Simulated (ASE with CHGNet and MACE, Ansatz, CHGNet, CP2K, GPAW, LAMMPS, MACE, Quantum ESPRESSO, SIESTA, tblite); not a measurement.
## Aqueous Li+ and I-, 1.5 mol of salt per kg of water at 360 K (110 atoms) in machine-learned potentials

How do the settings of machine-learned potentials change the result for aqueous Li+ and I-, 1.5 mol of salt per kg of water at 360 K (110 atoms)? A plane-wave run serves as the yardstick.

Calculated with ASE with CHGNet and MACE; the method is named at each step.

## (1) Set-up

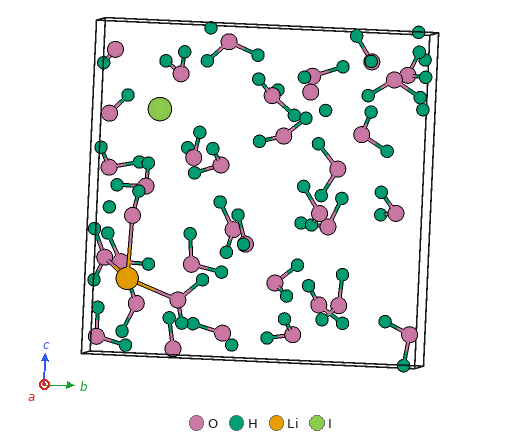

The starting structure, seen slightly off an axis (oxygen pink, hydrogen teal, lithium orange, iodine green). Bonds to atoms that aren't drawn are left out. Some periodic images of atoms are drawn too.

The cell holds 110 atoms: 36 O, 72 H, 1 Li and 1 I. Cell: a = 10.442 Å, b = 10.442 Å, c = 10.442 Å, α = 90.0°, β = 90.0°, γ = 90.0°. 36 H2O, 1 Li+, 1 I- placed at random, at 1.14 g/cm³; overlaps pushed apart, then 10 ps at 420 K with Joung-Cheatham ions (J. Phys. Chem. B 112, 9020 (2008)); SPC/E water (Berendsen, Grigera and Straatsma, J. Phys. Chem. 91, 6269 (1987)). Snapshot after 20 ps at 360 K and fixed volume.

The yardstick, on the same geometry:

| Quantity | Value |
| --- | --- |
| method | Kohn-Sham DFT, PBE, SSSP efficiency 1.3.0 pseudopotentials, plane waves (Quantum ESPRESSO 7.5); sssp-pbe-1.3.0-efficiency, cutoffs 60/480 Ry, Γ point |
| r.m.s. force component | 0.5394 eV/Å |
| longest force | 1.673 eV/Å |
| pressure | -2.009 GPa |
| gap (highest filled to lowest empty level) | 3.635 eV |
| time | 1.7 min on 2 MPI ranks of Arm Neoverse V2, shared host |
| CPU time | 3.4 min |

## (2) CHGNet r2SCAN potential

Method: machine-learned interatomic potential CHGNet r2SCAN, trained on r2SCAN plane-wave data.

run.py reads:

```python
import numpy as np
from ase.io import read
import mlip  # loads the published weights by name

atoms = read("structure.xyz")
atoms.calc = mlip.calc("chgnet-r2scan")
energy = atoms.get_potential_energy()
forces = atoms.get_forces()
print(f"energy {energy:.6f} eV")
print("forces (eV/A)")
for i, (a, f) in enumerate(zip(atoms, forces)):
    print(f"{i:4d} {a.symbol:2s} {f[0]:10.5f} {f[1]:10.5f} {f[2]:10.5f}")
stress = -atoms.get_stress(voigt=False) * 160.21766
print("stress (GPa, compression positive)")
for row in stress:
    print(" ".join(f"{x:10.4f}" for x in row))
```

structure.xyz reads:

```xyz
110
Lattice="10.44226 0.00000 0.00000 0.00000 10.44226 0.00000 0.00000 0.00000 10.44226" Properties=species:S:1:pos:R:3 pbc="T T T"
O 4.42867 0.32841 0.52002
H 4.01787 0.34574 1.43153
H 4.75133 1.24461 0.28236
O 1.91448 0.55156 5.84631
H 2.65171 0.25270 6.45227
H 1.67546 1.49993 6.05463
O 5.08538 1.64977 5.28076
H 5.48866 0.73461 5.27616
H 4.40120 1.70888 6.00764
O 7.56584 7.55832 6.06142
H 7.50861 6.91831 6.82767
H 7.32274 7.08622 5.21403
O 7.38299 6.64389 8.93200
H 7.32900 7.58338 9.27001
H 8.34128 6.36289 8.87978
O 1.44563 0.59657 9.54287
H 2.08407 10.27644 9.64844
H 0.60262 0.26878 9.11630
O 7.42413 3.98195 9.89049
H 7.82919 3.32001 9.25978
H 7.51561 4.90275 9.51133
O 4.90985 5.89142 7.04142
H 5.51717 5.12339 6.83811
H 5.38674 6.54761 7.62619
O 0.73420 1.62659 1.63881
H 1.43320 1.33703 2.29270
H 0.92205 1.21631 0.74641
O 9.87639 1.14468 4.30211
H 9.27241 1.32502 5.07849
H 0.25009 0.66173 4.61976
O 9.08665 9.99711 0.97510
H 9.56553 9.20141 1.34590
H 8.91414 9.85770 0.00000
O 6.74841 3.92055 6.03051
H 7.56479 3.62158 6.52474
H 6.21555 3.12119 5.75275
O 2.13805 6.52526 0.87026
H 1.52854 5.74397 0.73597
H 2.96571 6.22474 1.34413
O 8.65016 9.17321 8.92134
H 8.91685 8.36843 8.39098
H 8.86757 10.00066 8.40362
O 10.15468 6.53456 8.40905
H 0.34240 5.76517 8.51462
H 0.17982 7.28661 7.94426
O 0.42260 4.37562 0.83277
H 9.96808 4.42574 0.39305
H 0.61766 3.42788 1.08516
O 1.23041 8.42325 7.22949
H 1.88692 8.66718 7.94322
H 0.93897 9.24986 6.74810
O 5.15597 2.72198 0.23359
H 5.38037 2.55418 1.19355
H 5.75191 3.43926 10.31476
O 8.51681 4.75196 3.57929
H 8.17733 4.48819 4.48224
[... 50 atom lines left out ...]
H 1.73655 7.87900 5.20338
H 1.03117 6.65673 4.38189
Li 9.18679 1.08725 2.33374
I 9.14063 1.86937 7.67172
```

Started as:

```console
OMP_NUM_THREADS=1 python run.py > output.txt
```

What it wrote:

```text
CHGNet vr2scan initialized with 412,525 parameters
CHGNet will run on cpu
energy -599.655884 eV
forces (eV/A)
   0 O    -0.28355    0.01722    0.64658
   1 H     0.30960    0.12190   -0.76273
   2 H    -0.33188   -0.59930    0.14079
   3 O     0.01559    0.00914    0.22964
   4 H    -0.32969    0.42048   -0.36286
   5 H     0.34937   -0.67536   -0.07540
   6 O    -0.35714    0.10997    0.67492
   7 H    -0.46871    0.53239    0.08754
   8 H     0.99962   -0.43501   -0.81108
   9 O    -0.45211   -1.12450   -0.39788
  10 H    -0.04846    0.72626   -0.94800
  11 H     0.39250    0.45883    1.36346
  12 O     0.50240    0.48459    0.09732
  13 H     0.11113   -1.12584   -0.35091
  14 H    -0.38305    0.73724   -0.09065
  15 O    -0.50360   -0.86794   -0.26738
  16 H    -0.49573    0.41230   -0.06962
  17 H     1.15148    0.41754    0.53394
  18 O     0.21783    0.42920   -1.01322
  19 H    -0.32538    0.75933    0.52642
  20 H    -0.25575   -1.02098    0.40415
  21 O     0.94894    0.32802    0.55760
  22 H    -0.29724    0.67809    0.17528
  23 H    -0.48832   -1.07932   -0.81836
[...]
102 O    -0.32646   -0.51881    0.74177
 103 H    -0.70714    0.26380   -0.56243
 104 H     1.20972    0.11036    0.13946
 105 O    -0.37133   -0.50303    0.99247
 106 H    -0.38091   -0.53636   -0.94278
 107 H     0.62606    0.73843    0.04240
 108 Li   -0.15196   -0.00684   -0.06295
 109 I    -0.09556   -0.03528    0.06389
stress (GPa, compression positive)
   -4.0587     0.1432    -0.7781
    0.1432    -3.4166     0.4979
   -0.7781     0.4979    -3.9789
```

It took 4.3 s on 1 thread of Arm Neoverse V2, shared host; peak memory 1.8 GiB.

Banners, paths, timers and routine set-up lines are dropped from the logs unmarked, and long logs keep their key lines alone; longer cuts are marked.

Numbers from this run, and their distance from the reference:

```yaml
r_m_s_force_component: 0.6171 eV/Å
r_m_s_difference_of_force_components: 253.4 meV/Å
longest_difference_of_force_vectors: 766.8 meV/Å
force_difference_over_r_m_s_force: 46.98 %
slope_of_forces_against_the_reference_s: 1.044
correlation_of_force_components: 0.9126
pressure: -3.818 GPa
pressure_difference: -1.809 GPa
```

Length of the force difference by element (eV/Å):

```
element  atoms  mean  most
      H     72  0.32  0.49
      I      1  0.31  0.31
     Li      1  0.12  0.12
      O     36  0.59  0.77
```

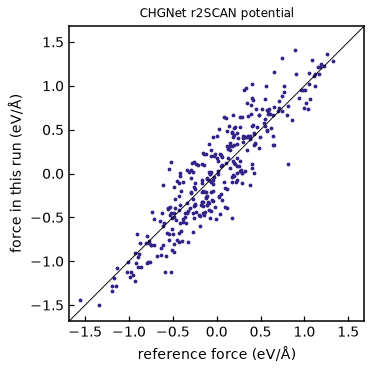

Force components against those of the reference; the line marks equality.

A closer look about H47, picked at random: 11 atoms, nearest first, numbered in the order of the input, with positions taken from that point.

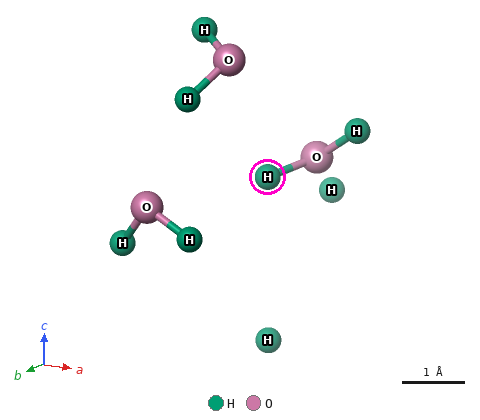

The atoms of the table, within 2.9 Å (arrows a, b, c point along x, y, z); some may hide others; the central atom is ringed.

```
atom      x      y      z  distance (Å)  bonds     Fx     Fy  Fz (eV/Å)
 H47   0.00   0.00   0.00          0.00      1   1.30  -0.29       0.77
 O46   0.90  -0.05   0.44          1.00      2  -0.89  -0.40      -0.45
 H48   1.09  -1.00   0.69          1.63      1  -0.39   0.64      -0.21
 H38   2.00   1.32   0.34          2.42      1   0.41   0.13       0.08
 O19  -2.54  -0.44  -0.94          2.75      2   0.22   0.43      -1.01
 O97  -1.75  -1.70   1.35          2.78      3  -0.77   0.64      -0.45
 H44   0.82   1.34  -2.32          2.80      1  -0.41   1.22      -0.23
 H21  -2.45   0.48  -1.32          2.83      1  -0.26  -1.02       0.40
 H99  -1.77  -0.96   2.01          2.84      1  -0.11  -0.44      -0.57
 H20  -2.14  -1.11  -1.58          2.88      1  -0.33   0.76       0.53
 H98  -2.43  -1.53   0.63          2.94      1   1.25  -0.03       1.14
```

Atoms are counted from 1 here, from 0 in the log.

Forces lie 47 % from the reference's, at 0.021 times its CPU time (on 1 against 2 cores).

## (3) MACE MP-0b3 medium potential

Method: machine-learned interatomic potential MACE MP-0b3 medium, trained on PBE(+U) plane-wave data.

run.py, as its differences from that of step 2:

```diff
@@ -5,3 +5,3 @@
 atoms = read("structure.xyz")
-atoms.calc = mlip.calc("chgnet-r2scan")
+atoms.calc = mlip.calc("mace-mp-0b3-medium")
 energy = atoms.get_potential_energy()
```

structure.xyz is that of step 2.

What it wrote:

```text
energy -530.898723 eV
forces (eV/A)
   0 O    -0.08829   -0.30042    0.31069
   1 H     0.08678    0.19836   -0.41227
   2 H    -0.33356   -0.59067    0.16006
   3 O    -0.36703   -0.44388   -0.20968
   4 H    -0.05597    0.44368   -0.12962
   5 H     0.41233   -0.32546   -0.03236
   6 O    -0.16066    0.83178    0.30070
   7 H    -0.49209    0.22565    0.21011
   8 H     1.00758   -0.70965   -0.50095
   9 O    -0.23606   -0.49321   -0.54057
  10 H    -0.13627    0.52241   -0.79741
  11 H     0.35484    0.15157    1.19392
  12 O     0.01927    0.05857   -0.13897
  13 H     0.15502   -0.91186   -0.21998
  14 H     0.03729    0.96607   -0.09846
  15 O    -0.45418   -0.43894   -0.07624
  16 H    -0.41612    0.11541   -0.09109
  17 H     0.99644    0.28504    0.43453
  18 O     0.00856    0.21888   -0.66591
  19 H    -0.14417    0.62456    0.17036
  20 H    -0.41818   -0.66095    0.33359
  21 O     0.25074    0.43641    0.35970
  22 H     0.07846    0.51309    0.20940
  23 H    -0.15150   -1.04352   -0.67260
[...]
102 O    -0.13572    0.04923    0.65788
 103 H    -0.71713   -0.11806   -0.24833
 104 H     1.10423   -0.30450    0.23656
 105 O    -0.24243   -0.22095    0.48522
 106 H    -0.51595   -0.61798   -0.62057
 107 H     0.50225    0.44380    0.28138
 108 Li   -0.20072    0.00068   -0.12229
 109 I    -0.46823   -0.03054    0.12726
stress (GPa, compression positive)
   -1.8952     0.2687    -0.8673
    0.2687    -1.3923     0.3502
   -0.8673     0.3502    -1.7904
```

Elapsed: 8.1 s, on 1 thread; peak memory 1.3 GiB.

Numbers from this run, and their distance from the reference:

| Item | Value |
| --- | --- |
| r.m.s. force component | 0.5014 eV/Å |
| r.m.s. difference of force components | 57.48 meV/Å |
| longest difference of force vectors | 172.3 meV/Å |
| force difference over r.m.s. force | 10.66 % |
| slope of forces against the reference's | 0.9264 |
| correlation of force components | 0.9966 |
| pressure | -1.693 GPa |
| pressure difference | 0.3167 GPa |

Against the first run (47 %), the force difference from the reference is 11 %, at 1.9 times the CPU time.

## (4) MACE MP-0b2 small potential

Method: machine-learned interatomic potential MACE MP-0b2 small, trained on PBE(+U) plane-wave data.

run.py, as its differences from that of step 3:

```diff
@@ -5,3 +5,3 @@
 atoms = read("structure.xyz")
-atoms.calc = mlip.calc("mace-mp-0b3-medium")
+atoms.calc = mlip.calc("mace-mp-0b2-small")
 energy = atoms.get_potential_energy()
```

structure.xyz is that of step 3.

What it wrote:

```text
energy -530.739429 eV
forces (eV/A)
   0 O    -0.15525   -0.37536    0.32026
   1 H     0.11540    0.18213   -0.40054
   2 H    -0.28486   -0.52150    0.11982
   3 O    -0.29364   -0.41137   -0.20284
   4 H    -0.07723    0.44533   -0.13044
   5 H     0.40402   -0.30549    0.00054
   6 O    -0.18270    0.79007    0.28572
   7 H    -0.48544    0.19536    0.18599
   8 H     0.99127   -0.69697   -0.47211
   9 O    -0.27743   -0.50561   -0.48887
  10 H    -0.12616    0.51384   -0.81792
  11 H     0.37695    0.14084    1.22592
  12 O     0.00757    0.13658   -0.15970
  13 H     0.12368   -0.92326   -0.21750
  14 H     0.07104    0.94863   -0.10847
  15 O    -0.43558   -0.46795   -0.09661
  16 H    -0.43771    0.12492   -0.09504
  17 H     0.97712    0.30815    0.41605
  18 O     0.00597    0.23600   -0.63074
  19 H    -0.11463    0.56560    0.15534
  20 H    -0.44104   -0.70043    0.36382
  21 O     0.34066    0.43398    0.33688
  22 H     0.05257    0.49508    0.17342
  23 H    -0.20687   -1.03374   -0.66554
[...]
102 O    -0.09929    0.04028    0.70703
 103 H    -0.70242   -0.06375   -0.30281
 104 H     1.05765   -0.28662    0.20415
 105 O    -0.25331   -0.27862    0.55765
 106 H    -0.51388   -0.57407   -0.64888
 107 H     0.52568    0.44743    0.23354
 108 Li   -0.21028   -0.01109   -0.08305
 109 I    -0.48009   -0.09751    0.17392
stress (GPa, compression positive)
   -1.8968     0.2769    -0.8695
    0.2769    -1.3933     0.3662
   -0.8695     0.3662    -1.8083
```

Wall time 5.8 s (1 thread); peak memory 0.7 GiB.

Against the reference:

```
r.m.s. force component                  : 0.4979 eV/Å
r.m.s. difference of force components   : 61.82 meV/Å
longest difference of force vectors     : 194.9 meV/Å
force difference over r.m.s. force      : 11.46 %
slope of forces against the reference's : 0.9194
correlation of force components         : 0.9961
pressure                                : -1.7 GPa
pressure difference                     : 0.3098 GPa
```

Against the first run (47 %), the force difference from the reference is 11 %, at 1.3 times the CPU time.

## (5) All runs compared

Differences are against the plane-wave reference, forces as r.m.s. over components; share is that over the reference's r.m.s. force, slope the least-squares factor from reference forces to these. Total energies of different programs have different zeros and aren't compared.

```
                         run  Δ force, r.m.s. (meV/Å)  share (%)  slope  Δ pressure (GPa)  cores  CPU time  memory (GiB)
                   reference                        -          -      -                 -      2   3.4 min           2.9
     CHGNet r2SCAN potential                      253       47.0  1.044             -1.81      1     4.3 s           1.8
MACE MP-0b3 medium potential                     57.5       10.7  0.926             0.317      1     8.1 s           1.3
 MACE MP-0b2 small potential                     61.8       11.5  0.919             0.310      1     5.8 s           0.7
```

Times of the machine-learned potentials are mostly Python's start and the loading of weights.

CPU time is summed over cores on a shared host, where runs went side by side, so it is rough. Symmetry, cutoffs, thresholds, outputs and thread counts weren't matched or tuned between programs; memory under MPI is the largest rank's times the ranks.

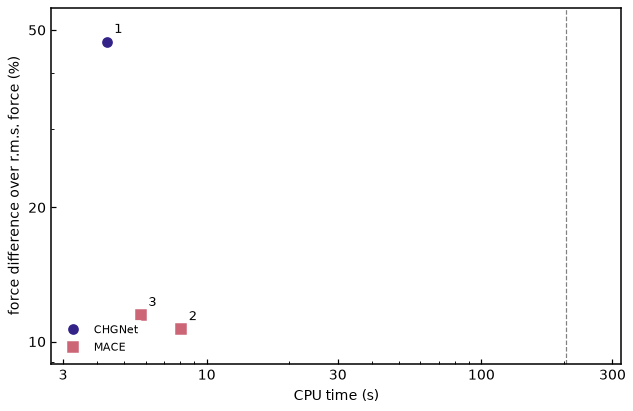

Force difference against CPU time; the dashed line marks the reference's time. Points: 1 CHGNet r2SCAN potential; 2 MACE MP-0b3 medium potential; 3 MACE MP-0b2 small potential.

## (6) Summary of results

```yaml
nearest_in_forces: a tie at 11 % of 2 runs: MACE MP-0b3 medium potential; MACE MP-0b2 small potential
```

Machine-learned potentials differ by 11 % (MACE MP-0b3 medium potential) to 47 % (CHGNet r2SCAN potential); they were trained on other programs' data, some at another functional. The reference's pressure holds the uncorrected Pulay stress of its 60 Ry basis, so small pressure differences, and their order, may be the reference's own error. Machine-learned potentials mimic data converged in k, so the reference's own k-point error enters their differences. The network of contacts between molecules at the start is that of the classical potential that made the cell, and needn't be the one that DFT or experiment would give. The reference's PBE has no dispersion term, which matters for the binding between molecules or layers. The density was typed from a rule of thumb and may lie off the real one at this temperature. The electronic-structure runs sample only Γ, in a cell whose shortest periodic width is 10 Å. Spin–orbit coupling is left out, which matters for the levels of the heavy elements.

[Also dropped from logs without a mark: logging warnings of Python, and SIESTA's first energy breakdown and zero terms.]

[Logs are printed without paths, hosts, clocks, repeated set-up lines and the standing remarks that a program may print on its own settings, such as how far it seeks lower states.]

[Hosts, paths, dates, database ids (printed as entryN), source tags and the programs' standing remarks are cut or masked in the printed files.]
